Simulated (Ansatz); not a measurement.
**[NO2]+ (SMILES O=[N+]=O): MP2/STO-3G**

What is the vertical singlet–triplet gap of [NO2]+ at MP2/STO-3G? 

Program for the calculation: Ansatz 0.2.0.

### Step 1. Starting point

The species is [NO2]+ (3 atoms), typed as a singlet with charge +1. SMILES: `O=[N+]=O`. The shape is that of a PBE0-D4/def2-TZVP optimisation.

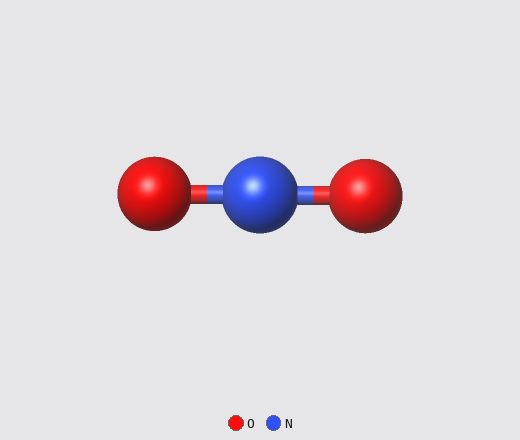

Viewed from a chosen angle; oxygen red, nitrogen blue.

### Step 2. A single-point energy at MP2/STO-3G

job.yaml

```yaml
crystal:
  periodic: [false, false, false]
  atoms:
    - {symbol: O, position_ang: [-0.572980, 0.927020, -0.209580]}
    - {symbol: N, position_ang: [-0.000010, -0.000010, -0.000000]}
    - {symbol: O, position_ang: [0.572990, -0.927010, 0.209580]}
basis:
  gaussian:
    orbitals: STO-3G
total_charge: 1
correlation:
  method: mp2
  frozen_orbitals: {"N": 1, O: 1}
accuracy: high
```

Run with:

```sh
$ ansatz run job.yaml --threads 1 --pin off --max-ram 3480MiB --events-out events.jsonl --progress --plain --runs-dir runs
```

The log of the run:

```text
Warning: RAYON_NUM_THREADS=1 ignored (pool sized by the plan → 1); use --threads N
Functional definition: HF
  name "HF"
  exchange = exact_x
  correlation = 0
251 factors; integrals over basis functions are off by at most 3.2e-8 eV
mean field evaluation 1: about -5464.0466 eV, gradient 3.9e1 eV
mean field evaluation 2: about -5464.1102 eV, gradient 3.9e1 eV
mean field evaluation 4: about -5467.4091 eV, gradient 7.5e-1 eV
mean field evaluation 8: about -5467.4081 eV, gradient 4.7e-6 eV
mean field -5467.40811102 eV, -200.9235421376 hartree, gradient 8.3e-8 eV, S^2 0.000000; 0 other end points of the search recorded, 0 dependent functions left out; unrestricted orbitals would lower it
mean field evaluation 16: about -5467.7056 eV, gradient 4.2e-1 eV
3 core orbitals not correlated: weight in the atoms' cores, before any rotation towards them, 1.000 or more for the frozen orbitals, at most 0.000 for the correlated occupied ones
reference -5467.40811102 eV, -200.9235421376 hartree; 8, 8 occupied and 4, 4 virtual orbitals, 251 factors
second order -7.56747930 eV of doubles, -0.00000000 eV of singles
Total energy: -5474.97559032 eV, -201.2016418726 hartree
```

Wall time 0.1 s (1 thread of Intel Xeon Platinum 8488C (Sapphire Rapids), shared host).

### Step 3. The triplet at the same level

in.yaml

```yaml
crystal:
  periodic: [false, false, false]
  atoms:
    - {symbol: O, position_ang: [-0.572980, 0.927020, -0.209580]}
    - {symbol: N, position_ang: [-0.000010, -0.000010, -0.000000]}
    - {symbol: O, position_ang: [0.572990, -0.927010, 0.209580]}
basis:
  gaussian:
    orbitals: STO-3G
total_charge: 1
magnetization:
  spin_polarized: true
  initial_magnetization: 2
correlation:
  method: mp2
  frozen_orbitals: {"N": 1, O: 1}
accuracy: high
```

Run with:

```sh
$ ansatz run in.yaml --threads 1 --pin off --max-ram 3480MiB --events-out events.jsonl --progress --plain --runs-dir runs
```

The log of the run, cut to the lines that bear on the results:

```text
Warning: RAYON_NUM_THREADS=1 ignored (pool sized by the plan → 1); use --threads N
[... 2 set-up lines as earlier in the session ...]
[...]
251 factors; integrals over basis functions are off by at most 3.2e-8 eV
[...]
mean field -5464.36507692 eV, -200.8117126970 hartree, gradient 6.2e-8 eV, S^2 2.005143; 12 other end points of the search recorded, 0 dependent functions left out
3 core orbitals not correlated: weight in the atoms' cores, before any rotation towards them, 1.000 or more for the frozen orbitals, at most 0.000 for the correlated occupied ones
reference -5464.36507692 eV, -200.8117126970 hartree; 9, 7 occupied and 3, 5 virtual orbitals, 251 factors
second order -3.45788547 eV of doubles, -0.00000000 eV of singles
Total energy: -5467.82296238 eV, -200.9387876441 hartree
```

Run time: 0.7 s. Hardware: 1 thread of Intel Xeon Platinum 8488C (Sapphire Rapids), shared host.

### Step 4. What came out

At MP2/STO-3G, 3 core orbitals frozen:

```
                                            quantity          value
                               singlet: total energy  -201.20164 Eh
singlet: correlation energy (3 core orbitals frozen)     -278.1 mEh
                               triplet: total energy  -200.93879 Eh
triplet: correlation energy (3 core orbitals frozen)     -127.1 mEh
                                       triplet: ⟨S²⟩          2.005
    vertical energy of the triplet above the singlet       7.153 eV
```

In words: At this shape the triplet lies 7.15 eV (165 kcal/mol) above the singlet. The restricted solution (singlet) is unstable to spin breaking: an unrestricted one lies lower.
